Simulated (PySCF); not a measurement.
**Geometry relaxation, with input and output: C2H5NSi (charge +1) (part 2 of 2)**

C2H5NSi, charge +1, multiplicity 2; HF/3-21G, UHF (PySCF 2.14.0). The atoms were displaced at random from an optimised geometry. The geometry is that of the parent species in another charge or spin state.

Geometry of the input (Å):
```
C  -0.7087  0.9527  -0.5288
Si -0.1485  -0.5732  0.4837
C  1.6651  -0.9143  0.1348
N  2.7558  -1.0986  -0.1221
H  -0.5295  0.7653  -1.5759
H  -0.0438  1.8094  -0.2175
H  -1.6871  1.1897  -0.3152
H  -0.8759  -1.7788  0.1040
H  -0.2347  -0.3140  1.9666
```

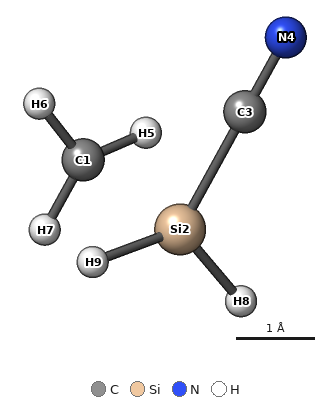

Fig. 1: The geometry at step 4 of the log (ball-and-stick view, seen at a tilt; atoms are numbered from 1 in the order of the input).

```
Step    7 : Displace = 8.708e-04/1.798e-03 (rms/max) Trust = 3.000e-01 (=) Grad = 4.893e-05/8.144e-05 (rms/max) E (change) = -419.3990772917 (-3.857e-07) Quality = 1.378
Hessian Eigenvalues: 2.29147e-02 3.86009e-02 5.00000e-02 ... 3.64146e-01 4.56952e-01 1.46524e+00
Converged! =D

converged: True
C          -0.68373661        1.09202529       -0.61055297
Si         -0.06696877       -0.82159747        0.67093921
C           1.66491178       -0.91782932        0.13193632
N           2.75903801       -0.97427408       -0.21159742
H          -0.48417967        0.69969823       -1.59398053
H           0.01904415        1.79699249       -0.19820334
H          -1.71099937        1.15499671       -0.28954821
H          -0.99684475       -1.75715565        0.04416369
H          -0.30750677       -0.23463119        1.98636526

WARN: HOMO -0.23478688480952 >= LUMO -0.23478688480952

converged SCF energy = -419.399077291716  <S^2> = 0.82066553  2S+1 = 2.0694594
E = -419.3990772917 Eh
Mode                                 0                   1                   2
Irrep
Freq [cm^-1]                      107.9305            124.1804            309.9557
Reduced mass [au]                   1.0446              5.0980              5.3495
Force const [Dyne/A]                0.0072              0.0463              0.3028
Char temp [K]                     155.2880            178.6680            445.9573
Normal mode                   x     y     z       x     y     z       x     y     z
       0   C                -0.00 -0.00 -0.00   -0.17  0.03  0.03    0.06 -0.17  0.11
       1  Si                 0.01  0.01  0.02    0.04  0.05 -0.05   -0.02  0.08 -0.05
       2   C                -0.00 -0.00 -0.00    0.05 -0.02 -0.00   -0.02  0.05 -0.03
       3   N                -0.01 -0.02 -0.03    0.06 -0.12  0.07   -0.01 -0.02  0.02
       4   H                 0.53  0.18  0.03   -0.20  0.07  0.01    0.06 -0.16  0.10
       5   H                -0.38  0.14  0.39   -0.20  0.08  0.02    0.06 -0.16  0.10
       6   H                -0.16 -0.34 -0.43   -0.15 -0.06  0.10    0.06 -0.17  0.11
       7   H                 0.00  0.01  0.03    0.04  0.04 -0.05   -0.00  0.04 -0.02
       8   H                 0.01  0.03  0.01    0.04  0.04 -0.05   -0.01  0.04 -0.03
Mode                                 3                   4                   5
Irrep
Freq [cm^-1]                      352.8049            433.1520            453.2039
Reduced mass [au]                   2.8845              6.4504              1.0811
Force const [Dyne/A]                0.2115              0.7130              0.1308
Char temp [K]                     507.6077            623.2093            652.0595
Normal mode                   x     y     z       x     y     z       x     y     z
       0   C                -0.00 -0.01 -0.01    0.01  0.02 -0.02    0.01  0.01  0.02
       1  Si                -0.00 -0.00 -0.00    0.00 -0.04  0.03   -0.01 -0.02 -0.02
       2   C                 0.05  0.12  0.15   -0.04  0.19 -0.14    0.01  0.03  0.04
       3   N                -0.03 -0.08 -0.10    0.01 -0.09  0.07   -0.01 -0.01 -0.02
       4   H                -0.02 -0.03 -0.00    0.05 -0.03  0.01   -0.05  0.25 -0.09
       5   H                 0.01 -0.00 -0.03    0.05 -0.03  0.01    0.08 -0.17  0.19
       6   H                 0.00  0.01  0.01   -0.01  0.11 -0.09    0.02  0.04  0.05
       7   H                 0.23 -0.03 -0.30    0.06 -0.13  0.08    0.14 -0.46  0.40
       8   H                -0.33 -0.19  0.02    0.07 -0.13  0.08   -0.11  0.54 -0.29
Mode                                 6                   7                   8
Irrep
Freq [cm^-1]                      551.9575            564.5246            698.6619
Reduced mass [au]                   1.0991              1.0888              1.4453
Force const [Dyne/A]                0.1973              0.2044              0.4157
Char temp [K]                     794.1439            812.2252           1005.2190
Normal mode                   x     y     z       x     y     z       x     y     z
       0   C                 0.06  0.01 -0.03    0.02  0.04  0.05   -0.00  0.00  0.00
       1  Si                 0.01 -0.01  0.01   -0.01 -0.02 -0.02    0.02  0.03  0.04
       2   C                -0.03  0.03 -0.01    0.00  0.00  0.00   -0.04 -0.08 -0.10
       3   N                -0.02 -0.01  0.02   -0.00 -0.00 -0.00    0.00  0.02  0.03
       4   H                -0.15  0.32 -0.19    0.17 -0.53  0.31   -0.01  0.02 -0.01
       5   H                -0.15  0.31 -0.20   -0.19  0.48 -0.36    0.01 -0.02  0.02
       6   H                 0.15 -0.62  0.43   -0.01 -0.01 -0.02    0.00  0.01  0.01
       7   H                -0.01  0.01  0.01    0.07 -0.19  0.12    0.47 -0.22 -0.26
       8   H                -0.01  0.00 -0.01   -0.07  0.19 -0.12   -0.57 -0.02 -0.05
Mode                                 9                  10                  11
Irrep
Freq [cm^-1]                      699.7771            800.5071            957.5227
Reduced mass [au]                   8.5076              1.1443              1.0747
Force const [Dyne/A]                2.4546              0.4320              0.5806
Char temp [K]                    1006.8234           1151.7514           1377.6620
Normal mode                   x     y     z       x     y     z       x     y     z
       0   C                 0.01 -0.00 -0.00    0.00  0.02 -0.01    0.00 -0.00  0.00
       1  Si                -0.11  0.00  0.04   -0.03  0.04 -0.02   -0.04 -0.01  0.02
       2   C                 0.11  0.00 -0.05    0.01 -0.04  0.03    0.00 -0.00  0.00
       3   N                 0.15 -0.01 -0.04    0.00  0.01 -0.01    0.01  0.00 -0.00
       4   H                -0.01  0.04 -0.02    0.00  0.03 -0.02   -0.00  0.01 -0.01
       5   H                -0.02  0.03 -0.02    0.00  0.02 -0.02   -0.00  0.01 -0.01
       6   H                 0.02 -0.07  0.05    0.01 -0.03  0.02    0.00 -0.01  0.01
       7   H                -0.13  0.02  0.03    0.27 -0.50  0.33    0.43 -0.10 -0.52
       8   H                -0.18  0.02  0.03    0.25 -0.53  0.29    0.61  0.30 -0.01
Mode                                12                  13                  14
Irrep
Freq [cm^-1]                     1251.2059           1517.5316           1522.2900
Reduced mass [au]                   1.2097              1.0986              1.0978
Force const [Dyne/A]                1.1158              1.4906              1.4989
Char temp [K]                    1800.2067           2183.3901           2190.2364
Normal mode                   x     y     z       x     y     z       x     y     z
       0   C                 0.03 -0.10  0.07   -0.02 -0.05 -0.06   -0.08 -0.00  0.03
       1  Si                 0.00 -0.00  0.00    0.00  0.00  0.00    0.00  0.00 -0.00
       2   C                -0.00 -0.00  0.00   -0.00 -0.00 -0.00    0.00 -0.00  0.00
       3   N                 0.00 -0.00 -0.00    0.00  0.00  0.00   -0.00  0.00  0.00
       4   H                -0.15  0.45 -0.20    0.41  0.04 -0.01    0.59  0.29  0.05
       5   H                -0.19  0.36 -0.31   -0.32  0.11  0.19    0.40 -0.15 -0.52
       6   H                -0.06  0.42 -0.31    0.21  0.45  0.58   -0.06 -0.09  0.07
       7   H                -0.00 -0.01  0.01   -0.00  0.01 -0.01   -0.00  0.01 -0.00
       8   H                -0.00 -0.01  0.01    0.00 -0.01  0.01   -0.00  0.00 -0.00
Mode                                15                  16                  17
Irrep
Freq [cm^-1]                     2221.4859           2409.5624           2455.3998
Reduced mass [au]                  12.6275              1.0248              1.0609
Force const [Dyne/A]               36.7159              3.5057              3.7684
Char temp [K]                    3196.2235           3466.8238           3532.7736
Normal mode                   x     y     z       x     y     z       x     y     z
       0   C                -0.00  0.00 -0.00    0.00 -0.00  0.00    0.00  0.00  0.00
       1  Si                 0.01 -0.00 -0.00   -0.02 -0.01  0.01   -0.01 -0.03 -0.03
       2   C                -0.21  0.01  0.07    0.00 -0.00 -0.00    0.00  0.00  0.00
       3   N                 0.16 -0.01 -0.05   -0.00  0.00  0.00   -0.00 -0.00 -0.00
       4   H                 0.00 -0.01  0.01   -0.00 -0.00 -0.00   -0.00  0.00 -0.00
       5   H                 0.00 -0.01  0.00   -0.00  0.00  0.00   -0.00 -0.00 -0.00
       6   H                -0.00  0.00 -0.00   -0.00  0.00 -0.00   -0.00 -0.00 -0.00
       7   H                 0.01  0.01  0.01    0.44  0.45  0.31    0.44  0.44  0.29
       8   H                 0.01 -0.01 -0.01    0.11 -0.29 -0.63   -0.12  0.27  0.62
Mode                                18                  19                  20
Irrep
Freq [cm^-1]                     3208.0182           3378.7064           3384.5831
Reduced mass [au]                   1.0118              1.1165              1.1168
Force const [Dyne/A]                6.1349              7.5094              7.5378
Char temp [K]                    4615.6239           4861.2063           4869.6616
Normal mode                   x     y     z       x     y     z       x     y     z
       0   C                 0.01 -0.01  0.01    0.09  0.01 -0.04    0.02  0.06  0.07
       1  Si                 0.00 -0.00  0.00    0.00  0.00 -0.00    0.00  0.00  0.00
       2   C                -0.00  0.00  0.00    0.00 -0.00 -0.00   -0.00 -0.00 -0.00
       3   N                 0.00 -0.00 -0.00   -0.00  0.00  0.00    0.00  0.00  0.00
       4   H                 0.11 -0.21 -0.51   -0.06  0.14  0.36    0.13 -0.24 -0.61
       5   H                 0.37  0.36  0.22   -0.26 -0.27 -0.16   -0.43 -0.44 -0.25
       6   H                -0.56  0.03  0.18   -0.72  0.05  0.22    0.01  0.00  0.00
       7   H                -0.00  0.00 -0.00   -0.00 -0.00 -0.00   -0.00 -0.00 -0.00
       8   H                -0.00  0.00  0.00   -0.00  0.00  0.00    0.00 -0.00 -0.00
temperature 298.1500 [K]
pressure 101325.00 [Pa]
Rotational constants [GHz] 9.58674 3.44670 2.66983
Symmetry number 1
Zero-point energy (ZPE) 0.06243 [Eh]   163906.109 [J/mol]
                           tot       elec      trans        rot        vib
Entropy [J/mol/K]       327.678      5.763    161.936    107.539     52.441
Cv [J/mol/K]             88.338      0.000     12.472     12.472     63.394
Cp [J/mol/K]             96.652      0.000     20.786     12.472     63.394
Internal energy [J/mol]                      3718.434   3718.434 172975.126
Internal energy [Eh]   -419.33036  -419.39908
Enthalpy [J/mol]                             6197.391   3718.434 172975.126
Enthalpy [Eh]          -419.32942
Gibbs free energy [J/mol]                  -42083.728 -28344.188 157339.822
Gibbs free energy [Eh] -419.36663
```

### Trajectory as extended XYZ (Å, eV, eV/Å), 8 frames, from step=0 to step=7
```
9
Properties=species:S:1:pos:R:3:forces:R:3 step=0 energy=-11410.99634
C    -0.7087    0.9527   -0.5288    1.5855   5.2654  -2.7298
Si   -0.1485   -0.5732    0.4837    3.0821  -4.1594   3.3538
C     1.6651   -0.9143    0.1348   -3.5008   1.1451   0.2003
N     2.7558   -1.0986   -0.1221    2.3091  -0.4713  -0.4106
H    -0.5295    0.7653   -1.5759    0.0644  -1.0174  -0.1630
H    -0.0438    1.8094   -0.2175   -0.2845  -1.4017   0.3544
H    -1.6871    1.1897   -0.3152   -2.4144  -0.2565   0.8644
H    -0.8759   -1.7788    0.1040   -0.5844   0.1979  -0.7144
H    -0.2347   -0.3140    1.9666   -0.2569   0.6978  -0.7552
9
Properties=species:S:1:pos:R:3:forces:R:3 step=1 energy=-11412.14385
C    -0.6912    1.0092   -0.5517   -0.3770   1.8439  -1.1402
Si   -0.0896   -0.6628    0.5547    0.4365  -2.0463   1.3773
C     1.6607   -0.9004    0.1281    0.4164   0.2064  -0.3847
N     2.7663   -1.0448   -0.1637   -0.3542   0.0157   0.1528
H    -0.4959    0.6765   -1.5697   -0.0864  -0.1061   0.2762
H     0.0080    1.7476   -0.1587   -0.1284  -0.2634   0.0184
H    -1.7317    1.1472   -0.2686    0.2214  -0.2422   0.0156
H    -0.9565   -1.7309    0.0209   -0.0198   0.3648  -0.1105
H    -0.2772   -0.2033    1.9383   -0.1085   0.2271  -0.2050
9
Properties=species:S:1:pos:R:3:forces:R:3 step=2 energy=-11412.35588
C    -0.6690    1.0259   -0.5616   -0.4351   0.2392  -0.3312
Si   -0.0685   -0.7641    0.6320    0.0205  -0.3253   0.1324
C     1.6682   -0.8912    0.1132    0.2321  -0.1180   0.0012
N     2.7666   -0.9763   -0.2181   -0.2458   0.0403   0.0683
H    -0.4720    0.6198   -1.5423    0.0006   0.1615  -0.0162
H     0.0364    1.7149   -0.1362    0.0655   0.2261  -0.0471
H    -1.7051    1.0942   -0.2481    0.2245   0.0710  -0.0918
H    -1.0237   -1.6517   -0.0253    0.0686  -0.1739   0.0981
H    -0.3401   -0.1332    1.9160    0.0691  -0.1209   0.1864
9
Properties=species:S:1:pos:R:3:forces:R:3 step=3 energy=-11412.41641
C    -0.6830    1.0664   -0.5892   -0.2320   0.1913  -0.1695
Si   -0.0672   -0.7811    0.6424    0.0460  -0.2571   0.1799
C     1.6681   -0.9124    0.1276    0.0906   0.0059  -0.0342
N     2.7660   -0.9984   -0.1985   -0.0395   0.0129   0.0078
H    -0.4932    0.6774   -1.5754    0.0632   0.0082  -0.0448
H     0.0145    1.7740   -0.1767    0.0674   0.0645   0.0040
H    -1.7147    1.1363   -0.2782    0.0527  -0.0036   0.0277
H    -0.9910   -1.7211    0.0171   -0.0384  -0.0320  -0.0077
H    -0.3066   -0.2027    1.9603   -0.0100   0.0101   0.0369
9
Properties=species:S:1:pos:R:3:forces:R:3 step=4 energy=-11412.42900
C    -0.6841    1.0844   -0.6039   -0.0237   0.0819  -0.0472
Si   -0.0673   -0.8096    0.6625    0.0314  -0.0582   0.0428
C     1.6666   -0.9163    0.1301   -0.0534  -0.0054   0.0284
N     2.7622   -0.9849   -0.2049    0.0468   0.0076  -0.0239
H    -0.4898    0.6935   -1.5890    0.0309   0.0041  -0.0044
H     0.0166    1.7928   -0.1919   -0.0063  -0.0203  -0.0193
H    -1.7119    1.1483   -0.2859   -0.0142   0.0017   0.0236
H    -0.9943   -1.7465    0.0329   -0.0054   0.0021   0.0139
H    -0.3052   -0.2234    1.9797   -0.0060  -0.0134  -0.0139
9
Properties=species:S:1:pos:R:3:forces:R:3 step=5 energy=-11412.43022
C    -0.6844    1.0913   -0.6097   -0.0089  -0.0025  -0.0109
Si   -0.0670   -0.8195    0.6695    0.0145  -0.0041  -0.0093
C     1.6652   -0.9175    0.1316   -0.0222  -0.0080   0.0170
N     2.7599   -0.9779   -0.2086    0.0242   0.0055  -0.0148
H    -0.4860    0.6994   -1.5935    0.0034  -0.0002  -0.0012
H     0.0177    1.7967   -0.1979    0.0114   0.0090   0.0049
H    -1.7113    1.1535   -0.2880   -0.0076   0.0018   0.0022
H    -0.9956   -1.7551    0.0414   -0.0073  -0.0030   0.0029
H    -0.3057   -0.2327    1.9848   -0.0073   0.0016   0.0093
9
Properties=species:S:1:pos:R:3:forces:R:3 step=6 energy=-11412.43027
C    -0.6841    1.0921   -0.6105    0.0046   0.0021   0.0027
Si   -0.0669   -0.8213    0.6706    0.0038   0.0051  -0.0023
C     1.6651   -0.9178    0.1318   -0.0047  -0.0054   0.0074
N     2.7595   -0.9756   -0.2105    0.0030   0.0038  -0.0053
H    -0.4849    0.6999   -1.5941   -0.0007  -0.0007   0.0001
H     0.0186    1.7974   -0.1984   -0.0031  -0.0033  -0.0006
H    -1.7112    1.1546   -0.2890   -0.0004   0.0009  -0.0014
H    -0.9965   -1.7568    0.0433   -0.0010   0.0002   0.0023
H    -0.3069   -0.2342    1.9862   -0.0016  -0.0025  -0.0030
9
Properties=species:S:1:pos:R:3:forces:R:3 step=7 energy=-11412.43028
C    -0.6837    1.0920   -0.6106    0.0020  -0.0005   0.0014
Si   -0.0670   -0.8216    0.6709   -0.0006   0.0028  -0.0025
C     1.6649   -0.9178    0.1319    0.0025  -0.0027   0.0019
N     2.7590   -0.9743   -0.2116   -0.0025   0.0020  -0.0013
H    -0.4842    0.6997   -1.5940   -0.0009  -0.0006   0.0004
H     0.0190    1.7970   -0.1982   -0.0010  -0.0009   0.0007
H    -1.7110    1.1550   -0.2895    0.0006   0.0002  -0.0013
H    -0.9968   -1.7572    0.0442    0.0002   0.0002   0.0008
H    -0.3075   -0.2346    1.9864   -0.0004  -0.0004  -0.0001
```

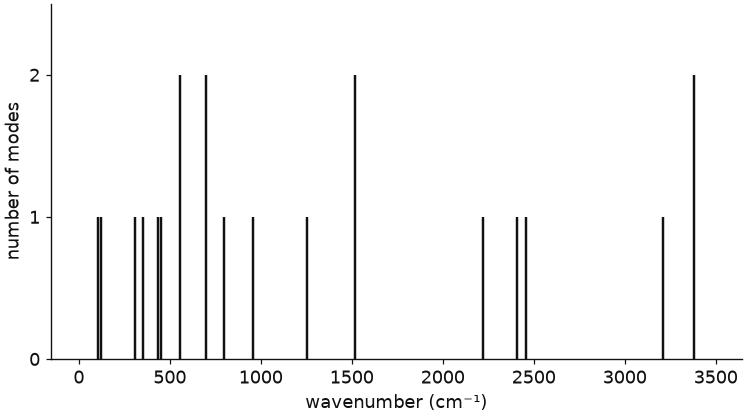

Fig. 2: Harmonic vibrational wavenumbers from the force constants; neighbouring modes closer than 15 cm⁻¹ are counted in one stick. 21 modes from 108 to 3385 cm⁻¹, none imaginary.

### Results in brief

```json
{"quantity": "outcome", "value": "converged"}
{"quantity": "total energy", "value": "−419.399077 hartree"}
{"quantity": "basis functions", "value": "50"}
{"quantity": "⟨S²⟩", "value": "0.821"}
{"quantity": "zero-point energy", "value": "0.062429 hartree"}
{"quantity": "wavenumbers, lowest and highest", "value": "108 and 3385 cm⁻¹"}
{"quantity": "wall time", "value": "13 s"}
{"quantity": "peak memory", "value": "0.15 GiB"}
```

Further notes kept with the run: dipole of an ion depends on the origin.
